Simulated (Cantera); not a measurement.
A closed system holds: 1 mol n-butane, 0.017 mol NH3, 0.29 mol N2, at 0.0220 bar.

These are equilibrium values from Cantera (NASA tables, ideal gas, pure condensed phases), not measurements of a reactor. Candidate condensed phases: C, C6H6, C7H8, C8H18; 92 gas species. Rates play no part.

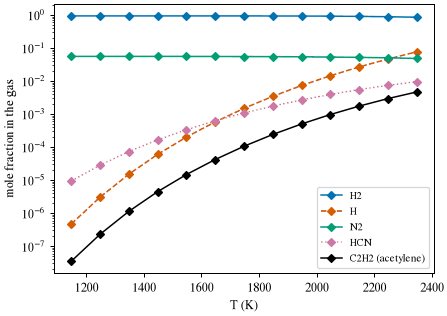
Figure: Equilibrium gas composition (values under 1e-9 drawn at 1e-9)

Problem. Read off the mole fractions at 1548 K.

Solution. H2 about 0.94, N2 about 0.056, HCN about 0.00034, H about 0.00020, C2H2 (acetylene) about 1.5e-5.
